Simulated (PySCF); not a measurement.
C$_{3}$H$_{6}$, SMILES `C1CC1`.

PySCF calculation, HF/6-31+G*, gas phase; geometry: GFN2-xTB. No frequency check shows the geometry to be a minimum. The basis has diffuse s and p functions alone, which still leaves polarisabilities too small, most of all across bonds.

Geometry (Å), atoms numbered from 1:

```
C1      -0.6445   -0.5755    0.0000
C2      -0.1761    0.8459   -0.0001
C3       0.8206   -0.2705    0.0001
H4      -1.0859   -0.9690   -0.9031
H5      -1.0859   -0.9692    0.9028
H6      -0.2963    1.4250   -0.9029
H7      -0.2969    1.4247    0.9030
H8       1.3824   -0.4554    0.9029
H9       1.3822   -0.4558   -0.9030
```

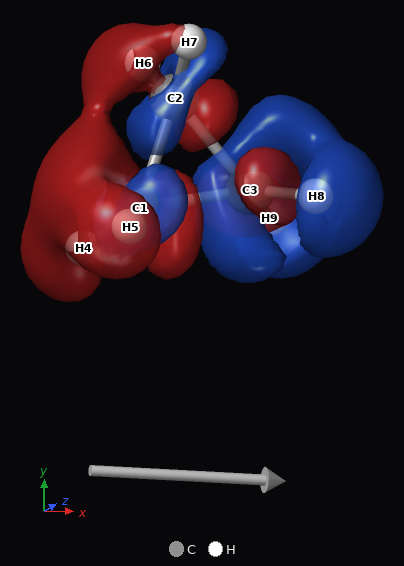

Change of the electron density in a uniform field of 0.21 V/Å along +x (arrow), surfaces at ±0.0015 e/Å³ (red: gain, blue: loss).

Q: What dipole is induced, and what polarisability does it imply?

A: The induced dipole is 0.33 D (along the field); α along this axis, from the fields in both directions, is 32 bohr³ (4.8 Å³).

Q: Which atoms gain and lose the most charge?

A: Electrons gather most on C1 (Hirshfeld charge changes by −0.006 e) and leave C3 most (+0.008 e); 0.035 electrons are displaced in all.
